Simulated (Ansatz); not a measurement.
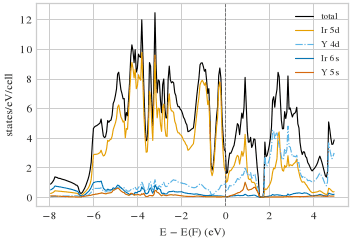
Fig. 1. Total and projected density of states of YIr2 (cubic Laves (MgCu2 type), space group No. 227), the program Ansatz at the r²SCAN level (PAW)

Task: Which orbitals carry the states next to the Fermi level?

Result: Within 0.5 eV of the Fermi level: Ir 5d 76 %, Y 4d 16 %. Projections are on Löwdin-orthogonalised atomic valence shells; empty p or d shells of many metals are not among them.

Task: Where is the tallest occupied peak in this window, and what makes it?

Result: Near -3.2 eV, about 12 states/eV per cell; the largest projected share is Ir 5d.

Space group Fd-3m (cubic Laves (MgCu2 type)). The first step of the workflow began from a Materials Project structure, measured or hypothetical; the Crystallography Open Database files this formula in space group No. 227, but the cells were not matched. Its standing as an ambient phase is unchecked. The cell was relaxed with r²SCAN under the symmetry of its start; its stability against distortions is not shown here. The run is not spin-polarised. Scalar-relativistic: spin–orbit coupling is off unless named, which matters more the heavier the elements.

Potentials: the later of the program's two PAW sets.
